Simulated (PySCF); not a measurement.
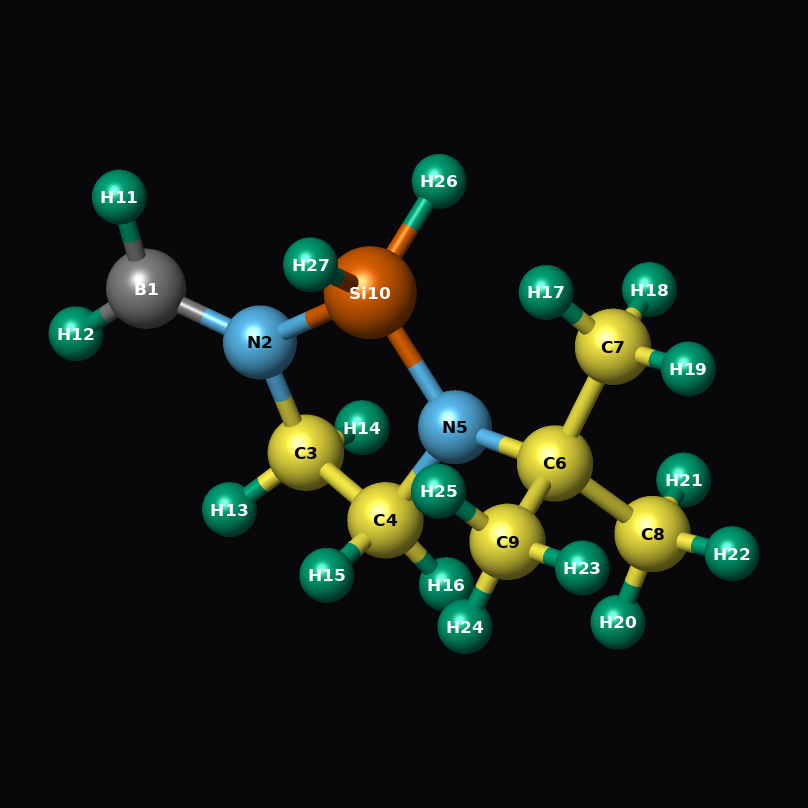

Every bond is drawn as one stick. The computed structure is the end point of a PBE0-D3(BJ)/def2-SVP optimisation. No frequency run is at hand to confirm it as a minimum. Computed with PBE0/pcSseg-1 (PySCF 2.14.0).

Question: Which bond between heavy atoms has the highest Mayer bond order?

Answer: B1–N2, 1.33, at a length of 1.395 Å.

List the Mayer bond orders of B1–N2, N2–C3, N2–Si10, C3–C4, C4–N5, N5–C6, N5–Si10, C6–C7, C6–C8, C6–C9 (bonds between heavy atoms, one of each equivalent set).

```
   bond  Mayer order  length (Å)
  B1–N2         1.33       1.395
  N2–C3         0.90       1.461
N2–Si10         0.85       1.769
  C3–C4         1.05       1.525
  C4–N5         0.93       1.455
  N5–C6         0.89       1.463
N5–Si10         0.95       1.743
  C6–C7         1.04       1.529
  C6–C8         1.02       1.532
  C6–C9         1.01       1.534
```
